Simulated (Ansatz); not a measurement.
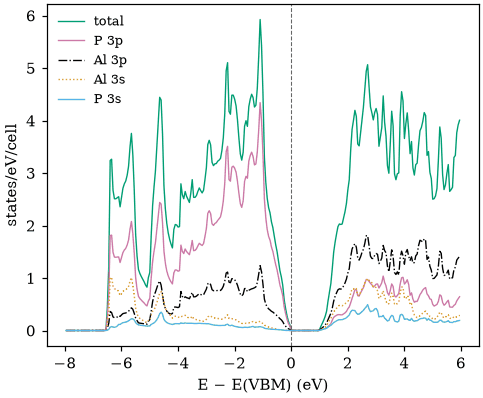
Figure. Total and projected density of states of AlP in space group P6_222 (No. 180; Al on 3d, P on 3c), PBE (plane waves, PAW; program Ansatz)

Problem. Which orbitals carry the states next to the gap?

Solution. Top 1 eV of the valence band: P 3p 76 %, Al 3p 18 %. Bottom 1 eV of the conduction band: Al 3p 39 %, Al 3s 24 %, P 3p 15 %, P 3s 10 %, outside the projected shells 12 %. Projections are on Löwdin-orthogonalised atomic valence shells; empty p or d shells of many metals are not among them.

Problem. Where is the tallest occupied peak in this window, and what makes it?

Solution. Near -1.1 eV, about 5.9 states/eV per cell; the largest projected share is P 3p.

The start of the workflow was typed in or built on a structure type; neither database checked (COD, Materials Project) lists it. It is not the phase usual at ambient conditions (space group No. 216). Symmetry was held in the PBE relaxation; whether a distortion lowers the energy is not shown.

Potentials: the later of the program's two PAW sets.
